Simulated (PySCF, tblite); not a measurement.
# C₆H₁₆OSSi: geometry, infrared bands and NMR shifts

Aim: predict the infrared bands and NMR shifts of C₆H₁₆OSSi (`CC[C@@H](C)[Si@H](OC)SC`).

Programs: tblite 0.8.0 and PySCF 2.14.0, with density-fitted response routines of our own. Each step states its level of theory. These are calculated values for one molecule in the gas phase, unless marked as measured. Atoms count from 0, in the outputs and in this text.

### Step 1. The molecule as given

25 atoms, charge 0, multiplicity 1; geometry from: force field or distance geometry start.

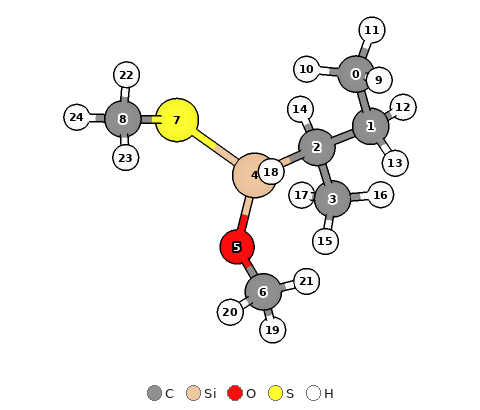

As it starts; carbon grey, silicon light orange, oxygen red, sulfur yellow, hydrogen white, atoms numbered.

### Step 2. Optimising the geometry with GFN2-xTB

Job settings and geometry (Å):

```
{"job": {"kind": "relax", "xc": "GFN2-xTB", "basis": "xTB"}, "charge": 0, "multiplicity": 1}
C      2.403000     0.878800     0.933300
C      2.147100    -0.405400     0.136300
C      1.018400    -0.271800    -0.812900
C      0.789700    -1.553700    -1.592400
Si    -0.606000     0.149400     0.057200
O     -1.742400    -1.027900    -0.430700
C     -1.929700    -2.038700     0.473700
S     -1.257300     2.013600    -0.828300
C     -2.402100     2.901300     0.241500
H      2.611100     0.651700     1.996100
H      1.557500     1.576900     0.803600
H      3.294600     1.424300     0.536400
H      3.069200    -0.563800    -0.442000
H      2.058400    -1.285800     0.813200
H      1.281600     0.518100    -1.556000
H      0.050300    -2.144800    -0.983600
H      1.745300    -2.095100    -1.633700
H      0.397300    -1.257200    -2.570200
H     -0.456500     0.258000     1.511900
H     -2.136700    -2.963800    -0.130800
H     -2.879100    -1.894600     1.062500
H     -1.084500    -2.285600     1.119900
H     -1.866200     3.757400     0.758400
H     -2.925900     2.277500     0.979600
H     -3.148000     3.405300    -0.433800
```

Run with:

```bash
$ OMP_NUM_THREADS=1 python probes_run.py task.json out
```

One launch serves the whole session: the jobs run in the order shown.

**Question.** This job is followed by: GFN2-xTB harmonic vibrations, gas phase; GIAO PBE0/pcSseg-1 NMR shielding, non-relativistic, gas phase. Predict these results of the whole session: strongest single infrared mode (GFN2-xTB); zero-point energy (GFN2-xTB); 13C shifts against TMS (PBE0/pcSseg-1); 1H shifts against TMS (PBE0/pcSseg-1, means over atoms taken as alike); 29Si shifts against TMS (PBE0/pcSseg-1); 17O shifts against H2O (PBE0/pcSseg-1); 33S shifts against CS2 (PBE0/pcSseg-1).

**Answer**, as computed:

```
                                                              quantity                                               value
                             strongest single infrared mode (GFN2-xTB)                                667 cm⁻¹, 335 km/mol
                                          zero-point energy (GFN2-xTB)                                      131.6 kcal/mol
                                13C shifts against TMS (PBE0/pcSseg-1)              55.0, 32.2, 31.2, 19.2, 17.7, 13.0 ppm
1H shifts against TMS (PBE0/pcSseg-1, means over atoms taken as alike)  5.24, 3.92, 2.09, 1.28, 1.27, 1.26, 1.07, 1.02 ppm
                               29Si shifts against TMS (PBE0/pcSseg-1)                                             8.6 ppm
                                17O shifts against H2O (PBE0/pcSseg-1)                                            18.9 ppm
                                33S shifts against CS2 (PBE0/pcSseg-1)                                            -159 ppm
```

**Reading.** Relaxing lowered the energy by 1.128 eV in 239 steps; the close pair that moved most is Si4–O5, from 1.707 to 1.625 Å. The lowest mode is imaginary (26i cm⁻¹), so the xTB geometry is not a minimum. The strongest single mode, at 667 cm⁻¹, moves mainly H18. GFN2-xTB is a fitted tight-binding method: band positions and strengths are rough. Its intensities can rank the bands wrongly. At PBE0/pcSseg-1: Shielding is most anisotropic at S7 (span 247 ppm, paramagnetic term -399 ppm).
